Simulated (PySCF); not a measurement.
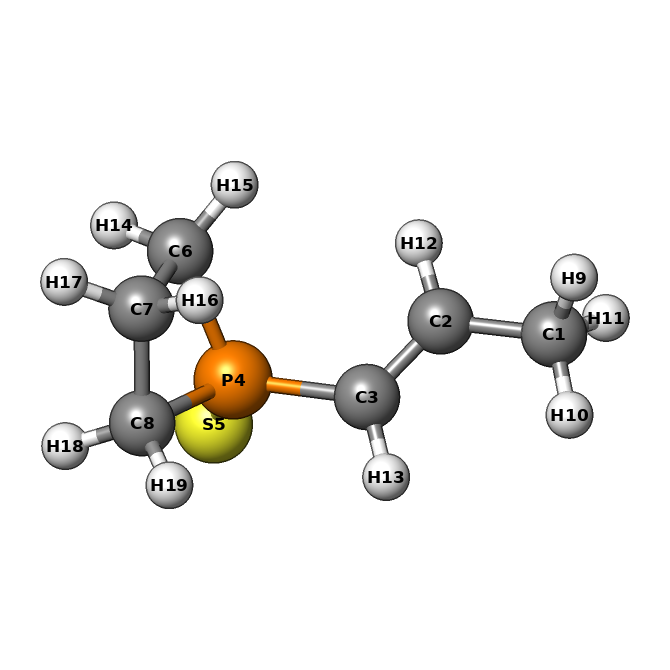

Every bond is drawn as one stick. The geometry was computed by an optimisation with GFN2-xTB. No frequency run is at hand to confirm it as a minimum. Method: PBE0/pcSseg-1 (PySCF 2.14.0).

> Which bond between heavy atoms has the highest Mayer bond order?

C2–C3, 1.86, at a length of 1.327 Å.

List the Mayer bond orders of C1–C2, C2–C3, C3–P4, P4–S5, P4–C6, P4–C8, C6–C7, C7–C8 (bonds between heavy atoms, one of each equivalent set).

```tsv
bond	Mayer order	length (Å)
C1–C2	1.07	1.487
C2–C3	1.86	1.327
C3–P4	0.90	1.808
P4–S5	1.77	1.939
P4–C6	0.89	1.865
P4–C8	0.88	1.864
C6–C7	1.00	1.539
C7–C8	1.00	1.539
```

The geometry is semi-empirical. Around P such bond lengths and angles can be off by a tenth of an ångström or more and by several degrees, and values that hang on the shape move with them.
